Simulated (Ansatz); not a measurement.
**C₃H₈B radical: small, medium and large basis sets**

Aim: see how fast density functionals and correlated methods converge with the basis set for C₃H₈B radical.

The runs use Ansatz 0.2.0, Gaussian basis; one geometry, several basis sets.

Plan: PBE0-D4/def2-SVP; ωB97M-V/def2-SVP; PBE0-D4/def2-QZVPP; ωB97M-V/def2-QZVPP; CCSD(T)/cc-pV(D+d)Z; CCSD(T)/cc-pV(T+d)Z; MP2/cc-pV(Q+d)Z; the functionals' def2-TZVPP values are taken from earlier runs.

**1. The relaxed structure**

The geometry comes from an earlier relaxation with PBE0-D4 in a triple-zeta def2 set; it is a stationary point, not always the lowest conformer.

SMILES `C[B]CC`, 12 atoms, charge 0, spin multiplicity 2.

Atoms are counted from 1 here; the program's logs count them from 0.

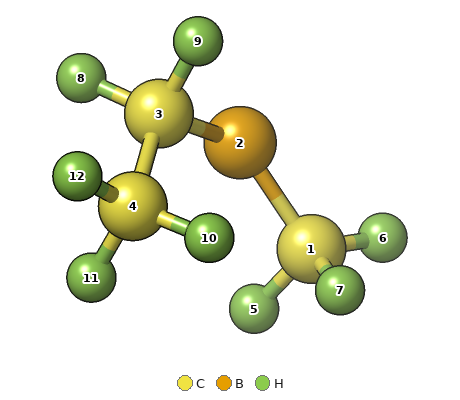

The geometry (carbon yellow, boron amber, hydrogen green); atoms are numbered from 1 in the order of the file.

Coordinates:

```
C     0.1650    1.7601    0.5809
B    -0.9411    0.7919    0.1069
C    -0.8618   -0.7049   -0.2859
C     0.5271   -1.3410   -0.3726
H     0.6371    2.1321   -0.3426
H    -0.1877    2.6383    1.1236
H     0.9636    1.2720    1.1543
H    -1.4245   -0.8662   -1.2140
H    -1.4729   -1.2247    0.4698
H     1.0664   -1.2499    0.5733
H     1.1357   -0.8582   -1.1412
H     0.4702   -2.4046   -0.6186
```

**2. PBE0-D4 in def2-SVP**

Contents of in.yaml:

```yaml
crystal:
  periodic: [false, false, false]
  atoms:
    - {symbol: C, position_ang: [0.165040, 1.760091, 0.580947]}
    - {symbol: B, position_ang: [-0.941081, 0.791901, 0.106881]}
    - {symbol: C, position_ang: [-0.861770, -0.704935, -0.285948]}
    - {symbol: C, position_ang: [0.527060, -1.341008, -0.372633]}
    - {symbol: H, position_ang: [0.637117, 2.132058, -0.342570]}
    - {symbol: H, position_ang: [-0.187746, 2.638261, 1.123639]}
    - {symbol: H, position_ang: [0.963575, 1.272033, 1.154280]}
    - {symbol: H, position_ang: [-1.424536, -0.866182, -1.214005]}
    - {symbol: H, position_ang: [-1.472934, -1.224713, 0.469804]}
    - {symbol: H, position_ang: [1.066358, -1.249910, 0.573283]}
    - {symbol: H, position_ang: [1.135703, -0.858239, -1.141226]}
    - {symbol: H, position_ang: [0.470217, -2.404557, -0.618554]}
basis:
  gaussian: {orbitals: def2-SVP}
magnetization: {spin_polarized: true, initial_magnetization: 1}
hamiltonian: {xc: pbe0, dispersion: d4}
output: {orbitals: {seedname: orbitals}}
```

Run with:

```bash
ansatz run in.yaml --threads 2 --pin off --events-out ev --progress --plain --max-ram 32768MiB --backend cpu
```

After this run come: ωB97M-V in def2-SVP; PBE0-D4 in def2-QZVPP; ωB97M-V in def2-QZVPP; CCSD(T) in cc-pV(D+d)Z; CCSD(T) in cc-pV(T+d)Z; MP2 in cc-pV(Q+d)Z.

Before running them: what should the planned runs give, taken together? Wanted: MP2 correlation recovered, cc-pV(D+d)Z; MP2 correlation recovered, cc-pV(T+d)Z; MP2 correlation recovered, cc-pV(Q+d)Z; CCSD(T) limit from def2 sets; PBE0-D4: double and triple zeta above quadruple; ωB97M-V: double and triple zeta above quadruple.

**Answer**, as computed:

| quantity | value |
| --- | --- |
| MP2 correlation recovered, cc-pV(D+d)Z | 73.6 % |
| MP2 correlation recovered, cc-pV(T+d)Z | 90.4 % |
| MP2 correlation recovered, cc-pV(Q+d)Z | 96.0 % |
| CCSD(T) limit from def2 sets (earlier runs) less the limit of this series | -5 meV |
| PBE0-D4: double and triple zeta above quadruple | 4.46, 0.23 eV |
| ωB97M-V: double and triple zeta above quadruple | 4.75, 0.23 eV |

What this shows: PBE0-D4 gains 4.22 eV from double to triple zeta, then 0.23 eV more. Correlation climbs from 74 % (cc-pV(D+d)Z) to 96 % (cc-pV(Q+d)Z) of the limit; Hartree-Fock is 0.073 eV from its own by then. A limit from the def2 sets, made apart, differs by 5 meV, a least measure of the doubt on such a limit. These are total energies; as a rule much of such shifts cancels in differences, which this series doesn't test. The LUMO of ωB97M-V is positive and keeps falling with the basis (1.30 to 0.76 eV): an unbound level that the basis holds in place.
